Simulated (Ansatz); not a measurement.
**Fields on a plane of SiO2 (rutile)**

```
CELL_PARAMETERS angstrom
      4.19454     0.00000     0.00000
      0.00000     4.19454     0.00000
      0.00000     0.00000     2.67824
ATOMIC_POSITIONS crystal
  Si 0.50000 0.50000 0.50000
  Si 0.00000 0.00000 0.00000
  O  0.80605 0.80605 0.50000
  O  0.30605 0.69395 0.00000
  O  0.69395 0.30605 0.00000
  O  0.19395 0.19395 0.50000
```

The slice is a (-1 1 0) plane (indices of the conventional cell) through the point (0.000, 0.000, 0.000) (fractional), spanned by u = [001] and v = [110] in vectors of this cell: u (2.68 Å) and v (5.93 Å, at 90° to u). It covers one period; positions are fractions (u, v).

Atoms on it: Si at (0.50, 0.50); Si at (0.00, 0.00); O at (0.50, 0.81); O at (0.50, 0.19).

Calculation: PBEsol (plane waves to 420 eV, PAW, scalar-relativistic; Ansatz, a program for electronic structure). k mesh 8×8×12. Inside the PAW spheres the values are not all-electron values, and peaks at nuclei hang on which shells count as valence. SiO2 was relaxed with its symmetry unable to fall. The PAW data are Ansatz's earlier set.

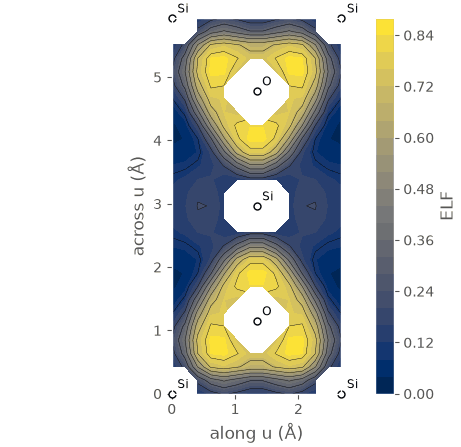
Fig. 1. Electron localisation function (ELF), one period of the plane, atoms marked. Points within 0.4 Å of a nucleus are left white, as the pseudised field means little there.

```
|00000000000000000000000000|
|00001111111111111111111100|
|00001122333333333333221100|
|00001133666633336666331100|
|00001144888822228888441100|
|00001133779966669977331100|
|00000022558899998855220000|
|00000000224466664422000000|
|00000000001122221100000000|
|00000000000000000000000000|
|11110000000000000000000011|
|11111100000000000000001111|
|00000000000000000000000000|
|00000000000000000000000000|
|00000000000000000000000000|
|11111100000000000000001111|
|11110000000000000000000011|
|00000000000000000000000000|
|00000000001122221100000000|
|00000000224466664422000000|
|00000022558899998855220000|
|00001133779966669977331100|
|00001144888822228888441100|
|00001133666633336666331100|
|00001122333333333333221100|
|00001111111111111111111100|
|00000000000000000000000000|
|00000000000000000000000000|
```
Scale: ten equal steps from 0.000 (start of '0') to 0.033 (end of '9'), in the order '0123456789'. Values: density of the highest valence band (whole band, smooth part) in e/Å³. The map has 13 points along u (two characters each, u = 0 at the left) and 28 along v (v = 0 in the bottom row). 

The density on the Si–O line (1.77 Å) at its midpoint is 0.95 e/Å³ and the ELF at that point comes out as 0.8. ELF maximum in the middle third of the Si–O line: 0.85, 1.1 Å from Si. Element round which the density of the highest valence band (whole band, smooth part) is largest on this plane: O.
